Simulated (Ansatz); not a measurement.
**Cl₂FH₃Si₂: small, medium and large basis sets**

How large a basis does Cl₂FH₃Si₂ need? Two functionals are run in growing sets.

Program: Ansatz 0.2.0, Gaussian basis. Level of theory: one geometry, several basis sets. These are calculated values, not measurements.

The runs, in order: PBE0-D4/def2-SVP; ωB97M-V/def2-SVP; PBE0-D4/def2-QZVPP; ωB97M-V/def2-QZVPP; the functionals' def2-TZVPP values are taken from earlier runs.

### 1 The geometry

All runs share one geometry, relaxed beforehand with PBE0-D4 in a triple-zeta def2 set.

SMILES `F[Si]([SiH3])(Cl)Cl`, 8 atoms, charge 0, spin multiplicity 1.

Atoms are counted from 1 here; the program's logs count them from 0.

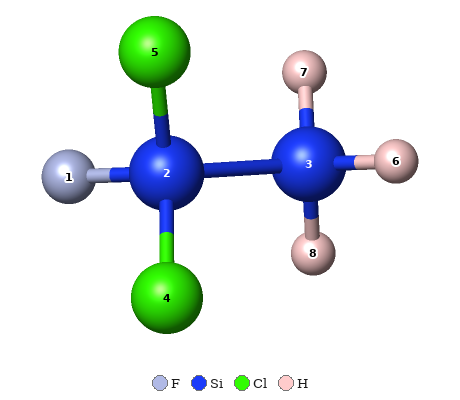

The structure; fluorine light blue, silicon blue, chlorine green, hydrogen pink; atoms are numbered from 1 in the order of the file.

### 2 PBE0-D4 in def2-SVP

in.yaml

```yaml
crystal:
  periodic: [false, false, false]
  atoms:
    - {symbol: F, position_ang: [-0.243837, -0.202175, -2.243592]}
    - {symbol: Si, position_ang: [-0.540892, 0.449735, -0.825328]}
    - {symbol: Si, position_ang: [0.687155, -0.595661, 0.857827]}
    - {symbol: Cl, position_ang: [-2.544535, 0.274712, -0.494008]}
    - {symbol: Cl, position_ang: [-0.066972, 2.427367, -0.964518]}
    - {symbol: H, position_ang: [0.350223, 0.065931, 2.142661]}
    - {symbol: H, position_ang: [2.134621, -0.444762, 0.565244]}
    - {symbol: H, position_ang: [0.316435, -2.032245, 0.905913]}
basis:
  gaussian: {orbitals: def2-SVP}
hamiltonian: {xc: pbe0, dispersion: d4}
output: {orbitals: {seedname: orbitals}}
```

Further steps of the session: ωB97M-V in def2-SVP; PBE0-D4 in def2-QZVPP; ωB97M-V in def2-QZVPP.

Before running them: what should the planned runs give, taken together? Wanted: PBE0-D4: double and triple zeta above quadruple; ωB97M-V: double and triple zeta above quadruple.

**Answer**, as computed:

| quantity | value |
| --- | --- |
| PBE0-D4: double and triple zeta above quadruple | 19.33, 1.42 eV |
| ωB97M-V: double and triple zeta above quadruple | 19.23, 1.34 eV |

**Reading.** PBE0-D4 gains 17.91 eV from double to triple zeta, then 1.42 eV more. Total energies overstate the basis error of differences, where much of it tends to cancel. The LUMO of ωB97M-V is positive and keeps falling with the basis (1.64 to 1.13 eV): an unbound level that the basis holds in place.
